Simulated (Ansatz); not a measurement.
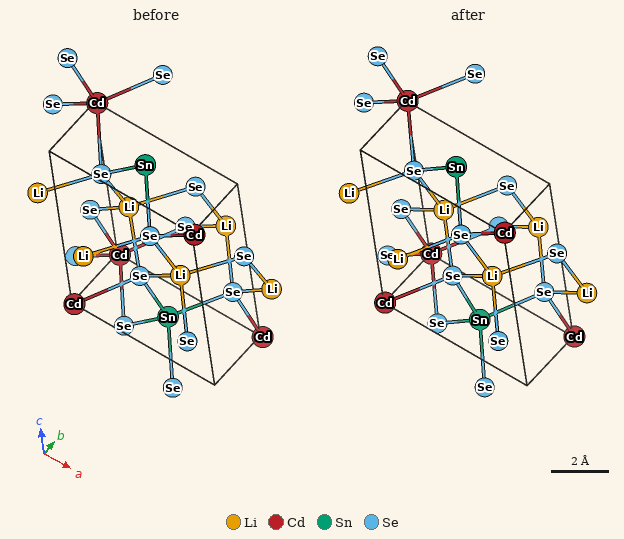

The structure of a crystal of Li$_{2}$CdSnSe$_{4}$ (built on the stannite type) before (left) and after (right) a relaxation, at one scale.

Style: ball-and-stick. Shown: the cell of the calculation, reduced to other axes, slightly off an axis. Lengths and directions refer to the drawn axes.

Case: shaken.

Level of theory: DFT, PBEsol, plane waves, PAW in Ansatz 0.2.0. (plane-wave cutoff 420 eV; k-point mesh 4 × 4 × 4; occupations fermi dirac; smearing width 0.05 eV; no spin polarisation; cell and atoms relaxed; force threshold 0.01 eV/Å; at most 120 steps)

### Describe what moved and what it gained.

The largest move relative to the cell is that of a Li atom, 0.16 Å roughly along [2 0 −1]. Largest moves by element: Li 0.16 Å, Se 0.12 Å, Cd 0.11 Å, Sn 0.09 Å. Cell: a 5.856 → 5.878 Å (+0.4 %), b 5.922 → 5.899 Å (−0.4 %), c 7.182 → 7.212 Å (+0.4 %), α 114.3° → 114.1°, β 113.4° → 114.0°, γ 90.5° → 90.0°. Volume +0.2 %. Near-neighbour distances that change, for instance: Li–Se 2.294 → 2.506 Å, Se–Sn 2.404 → 2.546 Å, Li–Se 2.638 → 2.506 Å, Se–Sn 2.656 → 2.546 Å. Among the angles between lasting bonds that change: Cd–Se–Sn 99.6° → 106.6°, Se–Li–Se 102.1° → 108.1°, Se–Li–Se 114.0° → 108.2°. The space group (tolerance 0.01 Å) goes from P1 (No. 1) to I222 (No. 23). The energy falls by 39.8 meV per atom in 4 accepted moves (5 points after the start). The largest force component goes from 1.9 to 0.00049 eV/Å. The pressure goes from 0.34 to 0.00 GPa. The SCF was repeated once at an unchanged geometry on a basis and grid sized afresh for the cell, which shifted the energy by less than 0.05 meV per atom at most. Cost: 80 s on 4 threads of Arm Neoverse V1, on a shared host, peak memory 0.85 GiB.
